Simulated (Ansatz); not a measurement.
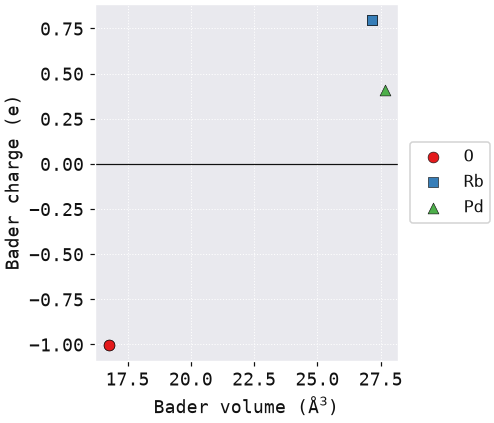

Bader charges of the atoms (positive: electrons lost), against the volumes of their basins. System: Rb$_{2}$PdO$_{2}$, space group I4/mmm (No. 139), 5 atoms in the cell, a structure borrowed from another compound. Method: DFT with PBE, PAW plane waves, no spin polarisation, 9×9×9 k mesh, 420 eV cutoff, Fermi-Dirac smearing of 0.013 eV (Ansatz 0.2.0).

The Bader charges are Rb +0.80 e, Pd +0.41 e and O −1.00 e. Summed over the cell, Rb gives up most (1.6 e) and O takes most (2.0 e). Pd has the largest basins, 27.6 Å³ on average, and O the smallest, 16.8 Å³.

The structure was built from a prototype or by substitution, so it need not be a known phase. The atoms aren't at rest in this cell (largest force 7.6 eV/Å), so the relaxed material can differ. The cell is at 13 GPa in this functional.
